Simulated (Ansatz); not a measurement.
# HCl (hydrogen chloride): levels of theory compared

Aim: a comparison of 6 runs (HF/3-21G, UPBE0/6-31G*, r2SCAN0/6-31G*, MP2/6-31G*, CCSDT(Q)/6-31G*, UCCSD(T)/6-31G*) of HCl (hydrogen chloride). 

The results are computed with Ansatz 0.2.0.

56 further runs of the same task are left out: 2 that didn't finish, 54 set aside as unsound or not needed.

## (1) The system as given

The species is HCl (2 atoms), meant as a singlet with charge 0. SMILES: `Cl`. The H2–Cl1 distance was set to 1.599 Å, away from the relaxed value.

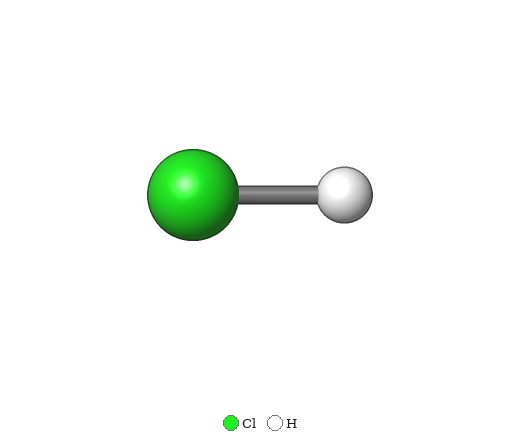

Viewed from a chosen angle; chlorine green, hydrogen white.

## (2) A single-point energy at HF/3-21G (run 1)

The input, in.yaml:

```yaml
crystal:
  periodic: [false, false, false]
  atoms:
    - {symbol: Cl, position_ang: [0.819009, -0.267753, 0.421205]}
    - {symbol: H, position_ang: [-0.546000, 0.178500, -0.280800]}
basis:
  gaussian: {orbitals: 3-21G.json}
total_charge: 0
hamiltonian: {xc: hf}
accuracy: high
```

The basis set 3-21G is read from a file made from the Basis Set Exchange's data (not shown).

Command:

```
$ ansatz run in.yaml --threads 1 --pin off --max-ram 2610MiB --events-out events.jsonl --progress --plain --runs-dir runs
```

What it wrote:

```text
Warning: RAYON_NUM_THREADS=1 ignored (pool sized by the plan → 1); use --threads N
Functional definition: HF
  name "HF"
  exchange = exact_x
  correlation = 0
259 factors; integrals over basis functions are off by at most 3.8e-9 eV
mean field evaluation 1: about -12457.7724 eV, gradient 1.1e1 eV
mean field evaluation 2: about -12457.7717 eV, gradient 1.1e1 eV
mean field evaluation 4: about -12458.4513 eV, gradient 8.1e-1 eV
mean field evaluation 8: about -12458.4555 eV, gradient 5.1e-7 eV
mean field -12458.45550313 eV, -457.8397950957 hartree, gradient 2.2e-8 eV, S^2 0.000000; 0 other end points of the search recorded, 0 dependent functions left out
reference -12458.45550313 eV, -457.8397950957 hartree; 9, 9 occupied and 6, 6 virtual orbitals, 259 factors
Total energy: -12458.45550313 eV, -457.8397950957 hartree
```

Wall time 0.08 s (1 thread of Arm Neoverse V2, shared host).

## (3) A single-point energy at UPBE0/6-31G(d) (spherical functions) (run 2)

The input, molecule.yaml:

```yaml
crystal:
  periodic: [false, false, false]
  atoms:
    - symbol: Cl
      position_ang: [0.819009, -0.267753, 0.421205]
    - symbol: H
      position_ang: [-0.546000, 0.178500, -0.280800]
basis:
  gaussian:
    orbitals: 6-31G_st_-spherical.json
magnetization:
  spin_polarized: true
  initial_magnetization: 0
hamiltonian:
  xc: {name: PBE0}
accuracy: high
```

The basis set 6-31G* is read from a file made from the Basis Set Exchange's data (not shown).

Command:

```
$ ansatz run molecule.yaml --threads 1 --pin off --max-ram 2610MiB --events-out events.jsonl --progress --plain --runs-dir runs
```

What it wrote:

```text
Warning: RAYON_NUM_THREADS=1 ignored (pool sized by the plan → 1); use --threads N
Functional definition: PBE0
  name "PBE0"
  parameter a = 0.25
  parameter kappa = 0.804
  parameter beta = 0.06672455060314922
  exchange = (1 - a)*pbe_x(kappa = kappa, mu = beta*pi^2/3) + a*exact_x
  correlation = pbe_c(beta = beta)
319 factors; integrals over basis functions are off by at most 3.1e-9 eV
mean field evaluation 1: about -12532.6693 eV, gradient 8.6e0 eV
mean field evaluation 2: about -12532.4913 eV, gradient 1.1e1 eV
mean field evaluation 4: about -12533.2572 eV, gradient 1.4e-1 eV
mean field evaluation 8: about -12533.2564 eV, gradient 7.4e-4 eV
mean field -12533.25639147 eV, -460.5886770404 hartree, gradient 9.0e-8 eV, S^2 0.000000; 0 other end points of the search recorded, 0 dependent functions left out
reference -12533.25639275 eV, -460.5886770873 hartree; 9, 9 occupied and 11, 11 virtual orbitals, 319 factors
Total energy: -12533.25639275 eV, -460.5886770873 hartree
```

It took 0.79 s on 1 thread of Arm Neoverse V2, shared host.

Runs 3 to 4 aren't shown in full; the table further down has their settings and results.

## (4) A single-point energy at CCSDT(Q)/6-31G(d) (spherical functions) (run 5)

in.yaml, as its differences from that of step 2:

```diff
@@ -6,5 +6,9 @@
 basis:
-  gaussian: {orbitals: 3-21G.json}
-total_charge: 0
-hamiltonian: {xc: hf}
+  gaussian:
+    orbitals: 6-31G_st_-spherical.json
+correlation:
+  method: ccsdt_q
+  frozen_orbitals: {Cl: 5, H: 0}
 accuracy: high
+scf:
+  omitted_lower_state_checks: [cluster_reference, increment]
```

The basis set 6-31G* is read from a file made from the Basis Set Exchange's data (not shown).

Command:

```
$ ansatz run in.yaml --threads 1 --pin off --max-ram 2610MiB --events-out events.jsonl --progress --plain --runs-dir runs
```

What it wrote:

```text
Warning: RAYON_NUM_THREADS=1 ignored (pool sized by the plan → 1); use --threads N
[... 4 set-up lines as earlier in the session ...]
these checks for a lower state are left out or cut short: cluster_reference, increment
319 factors; integrals over basis functions are off by at most 3.1e-9 eV
mean field evaluation 1: about -12516.9990 eV, gradient 1.2e1 eV
mean field evaluation 2: about -12517.0001 eV, gradient 1.2e1 eV
mean field evaluation 4: about -12517.6875 eV, gradient 9.7e-1 eV
mean field evaluation 8: about -12517.6940 eV, gradient 5.7e-4 eV
mean field -12517.69396220 eV, -460.0167683132 hartree, gradient 3.3e-8 eV, S^2 0.000000; 0 other end points of the search recorded, 0 dependent functions left out
5 core orbitals not correlated: weight in the atoms' cores, before any rotation towards them, 1.000 or more for the frozen orbitals, at most 0.000 for the correlated occupied ones
reference -12517.69396220 eV, -460.0167683132 hartree; 4, 4 occupied and 11, 11 virtual orbitals, 319 factors
second order -3.72463621 eV of doubles, -0.00000000 eV of singles
cycle   1  -4.11757040 eV  change   -3.9e-1 eV  update   5.0e-2
cycle   2  -4.34940180 eV  change   -2.3e-1 eV  update   2.3e-2
cycle   3  -4.36930277 eV  change   -2.0e-2 eV  update   6.5e-3
cycle   4  -4.36724403 eV  change    2.1e-3 eV  update   2.1e-3
cycle   5  -4.36752183 eV  change   -2.8e-4 eV  update   4.7e-4
cycle   6  -4.36752550 eV  change   -3.7e-6 eV  update   1.5e-4
cycle   7  -4.36757515 eV  change   -5.0e-5 eV  update   4.6e-5
cycle   8  -4.36759519 eV  change   -2.0e-5 eV  update   1.1e-5
cycle   9  -4.36758086 eV  change    1.4e-5 eV  update   3.0e-6
cycle  10  -4.36758306 eV  change   -2.2e-6 eV  update   7.0e-7
cycle  11  -4.36758330 eV  change   -2.4e-7 eV  update   2.2e-7
cycle  12  -4.36758317 eV  change    1.2e-7 eV  update   4.9e-8
cycle  13  -4.36758315 eV  change    2.2e-8 eV  update   2.2e-8
cycle  14  -4.36758320 eV  change   -4.4e-8 eV  update   2.0e-8
cycle  15  -4.36758319 eV  change    5.7e-9 eV  update   1.3e-8
cycle  16  -4.36758343 eV  change   -2.4e-7 eV  update   7.6e-8
cycle  17  -4.36758349 eV  change   -6.1e-8 eV  update   3.1e-8
cycle  18  -4.36758354 eV  change   -5.0e-8 eV  update   1.7e-8
cycle  19  -4.36758355 eV  change   -8.8e-9 eV  update   9.2e-9
cycle  20  -4.36758356 eV  change   -8.3e-9 eV  update   6.8e-9
cycle  21  -4.36758357 eV  change   -8.9e-9 eV  update   3.8e-9
cycle  22  -4.36758357 eV  change   -2.6e-9 eV  update   1.0e-9
cycle  23  -4.36758357 eV  change   -1.0e-9 eV  update  2.6e-10
cycle  24  -4.36758357 eV  change   1.4e-10 eV  update  4.2e-11
perturbative correction -0.00582019 eV, -0.0002138882 hartree
Total energy: -12522.06736597 eV, -460.1774879372 hartree
Checks for a lower state left out: cluster_reference, increment
```

It took 0.5 s on 1 thread of Arm Neoverse V2, shared host.

## (5) The energy at UCCSD(T)/6-31G(d) (spherical functions) (run 6)

The input, job.yaml:

```yaml
crystal:
  periodic: [false, false, false]
  atoms:
    - {symbol: Cl, position_ang: [0.819009, -0.267753, 0.421205]}
    - {symbol: H, position_ang: [-0.546000, 0.178500, -0.280800]}
basis:
  gaussian:
    orbitals: 6-31G_st_-spherical.json
magnetization:
  spin_polarized: true
correlation:
  method: ccsd_t
  frozen_orbitals: {Cl: 5, H: 0}
scf:
  omitted_lower_state_checks: [cluster_reference, increment]
accuracy: high
```

The basis set 6-31G* is read from a file made from the Basis Set Exchange's data (not shown).

Command:

```
$ ansatz run job.yaml --threads 1 --pin off --max-ram 2610MiB --events-out events.jsonl --progress --plain --runs-dir runs
```

What it wrote:

```text
Warning: RAYON_NUM_THREADS=1 ignored (pool sized by the plan → 1); use --threads N
[... 4 set-up lines as earlier in the session ...]
these checks for a lower state are left out or cut short: cluster_reference, increment
319 factors; integrals over basis functions are off by at most 3.1e-9 eV
mean field evaluation 1: about -12516.9937 eV, gradient 8.5e0 eV
mean field evaluation 2: about -12516.9978 eV, gradient 8.5e0 eV
mean field evaluation 4: about -12517.6874 eV, gradient 6.9e-1 eV
mean field evaluation 8: about -12517.6940 eV, gradient 1.3e-3 eV
mean field evaluation 16: about -12517.2862 eV, gradient 2.6e0 eV
mean field -12517.69396220 eV, -460.0167683132 hartree, gradient 1.0e-8 eV, S^2 0.000000; 2 other end points of the search recorded, 0 dependent functions left out
5 core orbitals not correlated: weight in the atoms' cores, before any rotation towards them, 1.000 or more for the frozen orbitals, at most 0.000 for the correlated occupied ones
reference -12517.69396220 eV, -460.0167683132 hartree; 4, 4 occupied and 11, 11 virtual orbitals, 319 factors
second order -3.72463621 eV of doubles, -0.00000000 eV of singles
cycle   1  -4.11757064 eV  change   -3.9e-1 eV  update   4.5e-2
cycle   2  -4.26116944 eV  change   -1.4e-1 eV  update   1.8e-2
cycle   3  -4.27247655 eV  change   -1.1e-2 eV  update   4.2e-3
cycle   4  -4.27240971 eV  change    6.7e-5 eV  update   8.1e-4
cycle   5  -4.27222762 eV  change    1.8e-4 eV  update   2.2e-4
cycle   6  -4.27223074 eV  change   -3.1e-6 eV  update   7.0e-5
cycle   7  -4.27223342 eV  change   -2.7e-6 eV  update   1.9e-5
cycle   8  -4.27223502 eV  change   -1.6e-6 eV  update   2.7e-6
cycle   9  -4.27223443 eV  change    5.9e-7 eV  update   5.4e-7
cycle  10  -4.27223460 eV  change   -1.6e-7 eV  update   1.0e-7
cycle  11  -4.27223469 eV  change   -9.7e-8 eV  update   3.3e-8
cycle  12  -4.27223469 eV  change    4.5e-9 eV  update   1.4e-8
cycle  13  -4.27223464 eV  change    4.5e-8 eV  update   3.8e-8
cycle  14  -4.27223465 eV  change   -7.0e-9 eV  update   1.3e-8
cycle  15  -4.27223466 eV  change   -1.4e-8 eV  update   2.3e-9
cycle  16  -4.27223467 eV  change   -1.1e-9 eV  update  7.0e-10
cycle  17  -4.27223467 eV  change  -2.4e-11 eV  update  2.1e-10
perturbative correction -0.08556020 eV, -0.0031442794 hartree
Total energy: -12522.05175707 eV, -460.1769143207 hartree
Checks for a lower state left out: cluster_reference, increment
```

Run time: 0.34 s. Hardware: 1 thread of Arm Neoverse V2, shared host.

## (6) Overview of the runs

```tsv
run	level	frozen core orbitals	energy (Eh)	wall time
1	HF/3-21G	–	-457.839795	0.08 s
2	UPBE0/6-31G* (spherical functions)	–	-460.588677	0.79 s
3	r2SCAN0/6-31G* (spherical functions)	–	-460.705214	1 s
4	MP2/6-31G* (spherical functions)	5	-460.153646	0.12 s
5	CCSDT(Q)/6-31G* (spherical functions)	5	-460.177488	0.5 s
6	UCCSD(T)/6-31G* (spherical functions)	5	-460.176914	0.34 s
```

## (7) Summary of results

| quantity | value |
| --- | --- |
| run 6: total energy | -460.17691 Eh |
| run 6: correlation energy (5 core orbitals frozen) | -160.1 mEh |
| run 6: (T) correction | -3.14 mEh |
| run 6: T1 diagnostic | 0.007 |

What this shows: Totals of different functionals can't be ranked against each other. All runs together took 2.8 s, the longest 1 s.
